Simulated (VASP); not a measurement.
Band structure of Ga (alpha). Method: PBE GGA with D3 dispersion (zero damping), VASP's PBE PAW potentials (set 64) (plane waves; VASP 6.6.1).

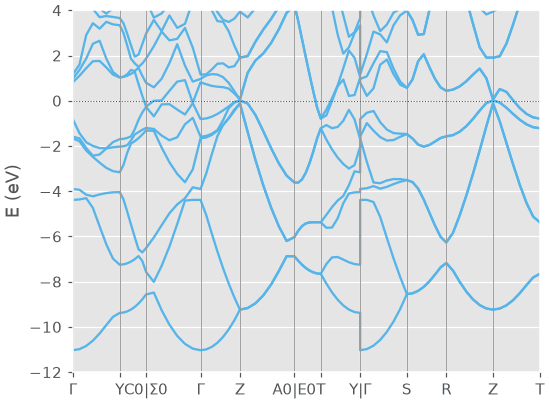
*Bands along high-symmetry lines, zero at the valence-band maximum or, without a gap, the Fermi level*

### Question
Read the plot: is there a gap, and where are the band edges?

### Answer
It has no gap at this level: it comes out as a metal or semimetal. (Edges off the drawn lines would not show.)

The compound is Ga in the alpha structure. It was relaxed first.
